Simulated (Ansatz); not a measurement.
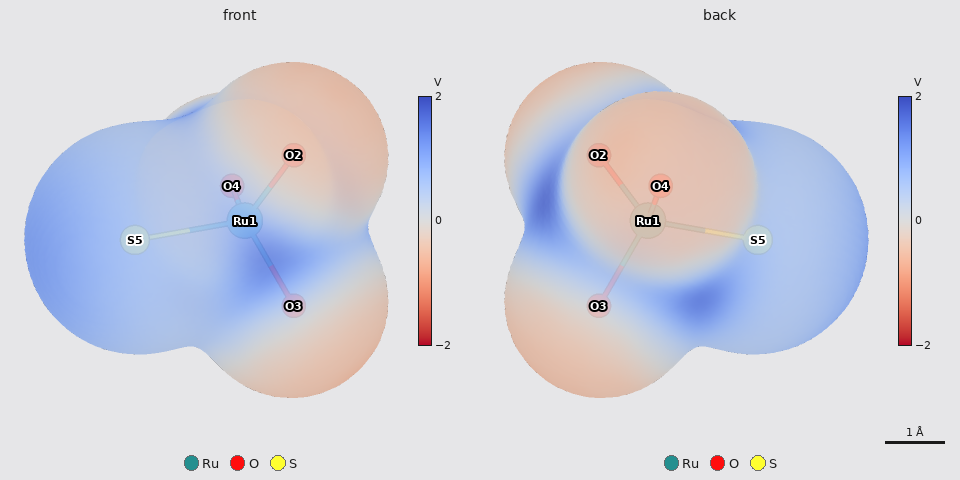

The picture shows: O3RuS (RuO3S). The electrostatic potential painted on the density surface at 0.002 e/bohr³, seen from the front and from behind; the colour scale runs from red (negative) to blue (positive).

Geometry: B3LYP-D4/def2-SVP; core potentials replace the inner electrons of Ru; not at a stationary point (largest force 0.9 eV/Å).

These are results of RKS PBE0-D4/def2-TZVP (Ansatz), not measurements.

```yaml
atoms:
  - { symbol: Ru, position_ang: [0.0446, 0.0768, 0.0320] }
  - { symbol: O, position_ang: [0.0460, 0.0416, 1.7154] }
  - { symbol: O, position_ang: [1.6249, 0.0681, -0.5492] }
  - { symbol: O, position_ang: [-0.7678, 1.4451, -0.5184] }
  - { symbol: S, position_ang: [-0.9476, -1.6316, -0.6798] }
```

Which sites attract a positive test charge, and which a negative one?

A positive charge is drawn to the negative regions and a negative charge to the positive ones. The most negative region (about −0.5 V) lies over O2, O3 and O4, the most positive (about +1.6 V) over Ru1.
